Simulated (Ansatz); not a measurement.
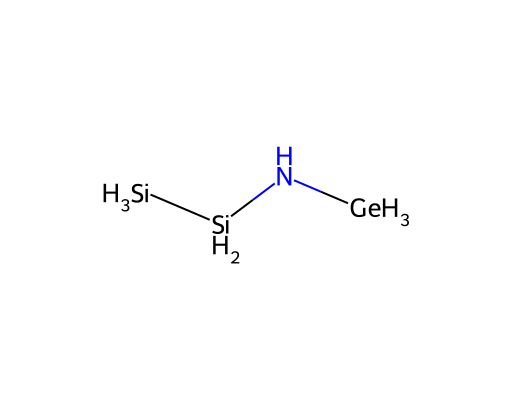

A structural formula.

**Transcribe the drawing into SMILES.**

[SiH3][SiH2][NH][GeH3]

**Give the formula, hydrogens included.**

GeH9NSi2.

**An optimisation with PBE0-D4/def2-TZVP gave a structure of which point group?**

C1. Other conformers may differ.

More results for the same structure follow; atom numbers are the same in all pictures, views and colours differ. Computed geometry: PBE0-D4/def2-TZVP optimisation.

**Shape**

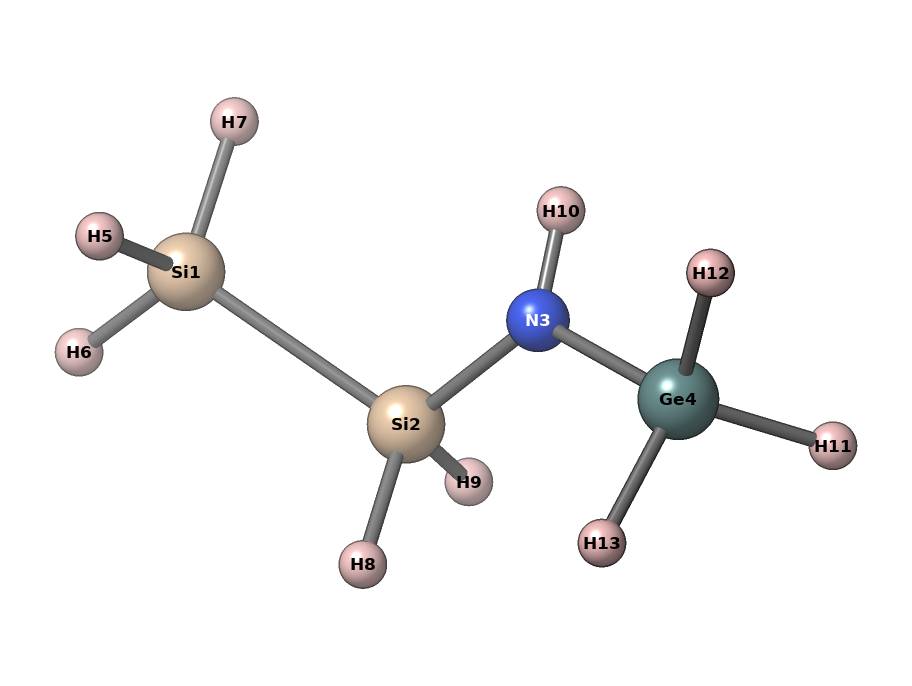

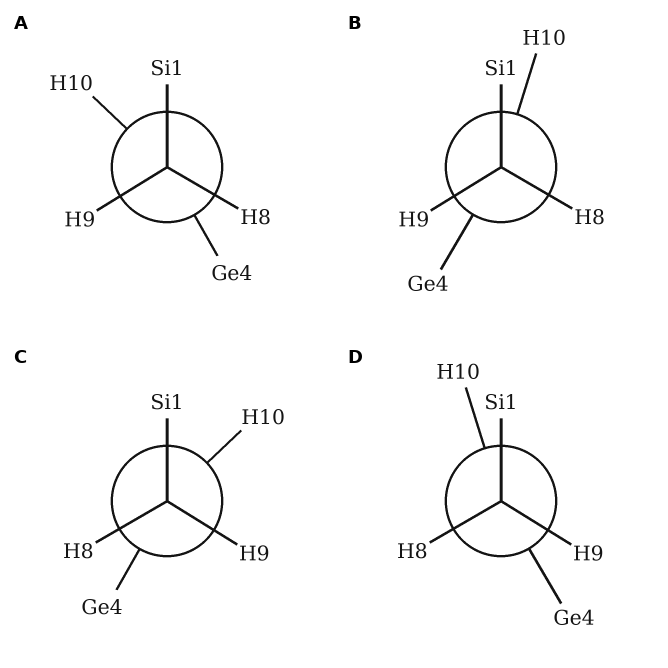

Atoms fade into the background with distance from the viewer. Bonds that would overlap in a projection are set slightly apart.

**Which Newman projection shows the view along Si2–N3, with Si2 in front?**

A. The torsion angle Si1–Si2–N3–Ge4 is 150°, antiperiplanar (anti).

**Vibrations**

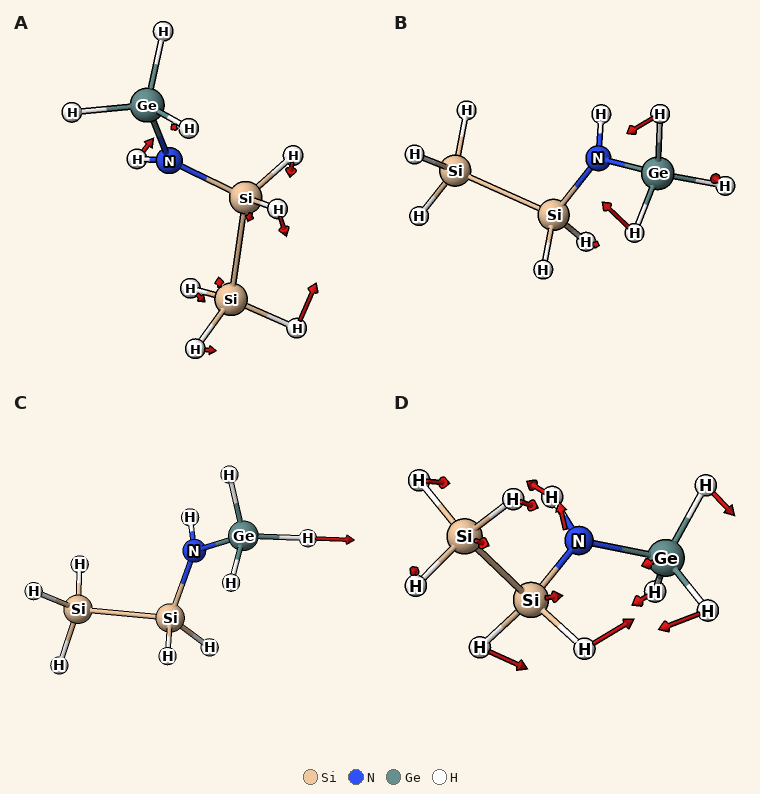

4 normal modes of one molecule or complex, as arrows. Harmonic vibrations computed with RKS PBE0-D4/def2-TZVP (Ansatz 0.2.0) at a stationary point of the same level.

**Match the panels to the wavenumbers 166 cm⁻¹, 417 cm⁻¹, 867 cm⁻¹, 2127 cm⁻¹.**

A: 417 cm⁻¹
B: 867 cm⁻¹, H–Ge–H bending
C: 2127 cm⁻¹, Ge–H stretching
D: 166 cm⁻¹

**Charges**

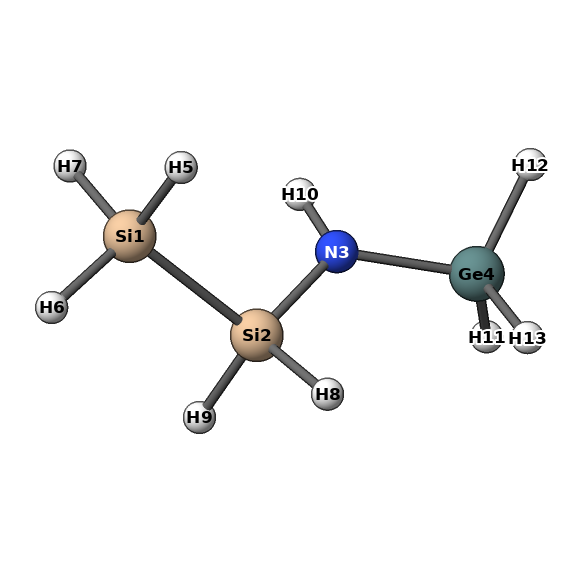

The questions are on Mulliken charges. Method: RKS ωB97M-V/def2-TZVPP (Ansatz 0.2.0).

List the Mulliken charges.

```csv
atom,value (e)
Si1,0.03
Si2,0.26
N3,−0.43
Ge4,0.16
H5,−0.02
H6,−0.02
H7,−0.03
H8,−0.03
H9,−0.05
H10,0.10
H11,0.00
H12,0.01
H13,0.03
```

**Levels of theory compared**

Program: Ansatz 0.2.0.

Tabulate HOMO–LUMO gap (eV) at these levels: B97M-V/def2-TZVPP; BHLYP-D4/def2-TZVPP; CAM-B3LYP-D4/def2-TZVPP; PBE-D4/def2-TZVPP; PBE0-D4/def2-QZVPP; PBE0-D4/def2-SVP; PBE0-D4/def2-TZVPP; SPW92 (LDA)/def2-TZVPP; revPBE-D4/def2-TZVPP; ωB97M-V/def2-QZVPP; ωB97M-V/def2-SVP; ωB97M-V/def2-TZVPP.

```csv
level,HOMO–LUMO gap (eV)
B97M-V/def2-TZVPP,5.20
BHLYP-D4/def2-TZVPP,8.83
CAM-B3LYP-D4/def2-TZVPP,9.12
PBE-D4/def2-TZVPP,4.68
PBE0-D4/def2-QZVPP,6.68
PBE0-D4/def2-SVP,7.00
PBE0-D4/def2-TZVPP,6.78
SPW92 (LDA)/def2-TZVPP,4.55
revPBE-D4/def2-TZVPP,4.75
ωB97M-V/def2-QZVPP,10.40
ωB97M-V/def2-SVP,10.99
ωB97M-V/def2-TZVPP,10.66
```

**Dipole moment**

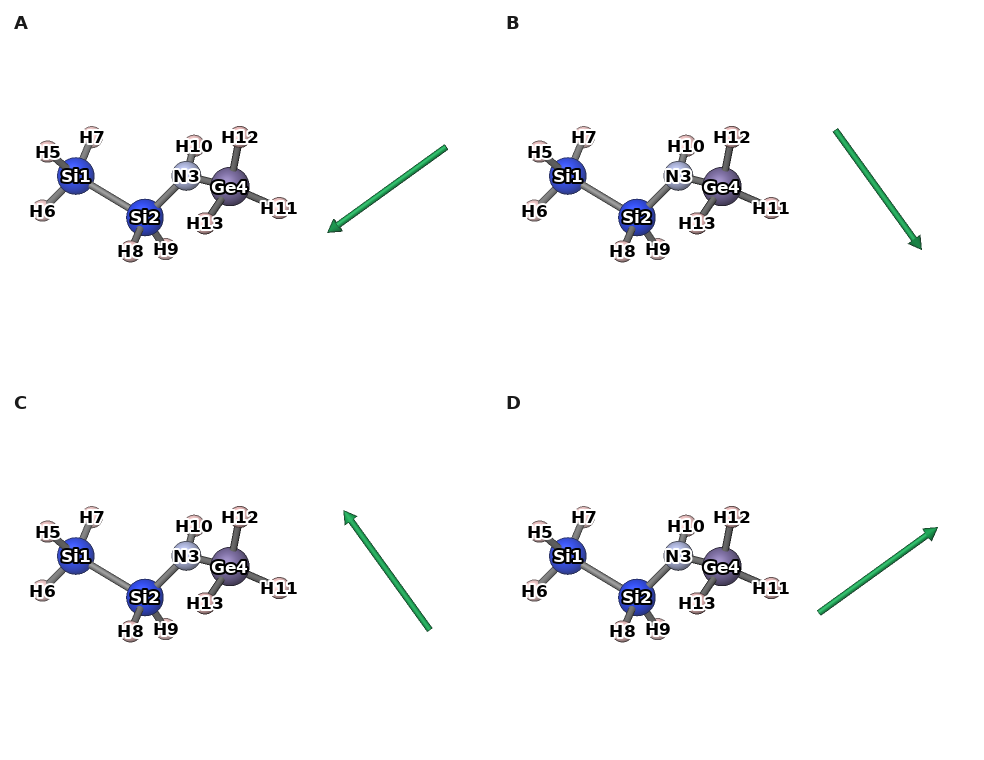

The same molecule four times, each with an arrow. Properties computed with RKS PBE0-D4/def2-TZVP (Ansatz 0.2.0).

**Which arrow points along the dipole moment, from the negative to the positive end?**

D. The dipole moment is 1.12 D; it points from the side of H6 to the side of H12 (the outermost atoms at the two ends).

Mulliken values depend strongly on the basis set and can even reverse the polarity of a bond.
